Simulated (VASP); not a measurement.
Band structure of GeMo3 (relaxed from the D03 structure, space group Fm-3m). Calculation: PBEsol GGA, VASP's PBE PAW potentials (set 64) (plane waves; VASP 6.6.1).

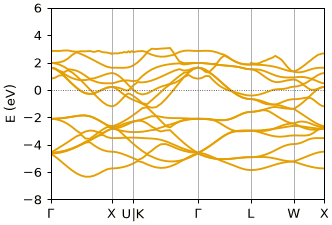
Bands along high-symmetry lines, zero at the valence-band maximum or, without a gap, the Fermi level

Question: Read the plot: is there a gap, and where are the band edges?

Answer: It has no gap at this level: it comes out as a metal or semimetal. (Edges off the drawn lines would not show.)

The structure was generated: GeMo3 was put into the D03 type (Fm-3m), which need not be its known phase. It was relaxed first, which changed the volume by -21 %.
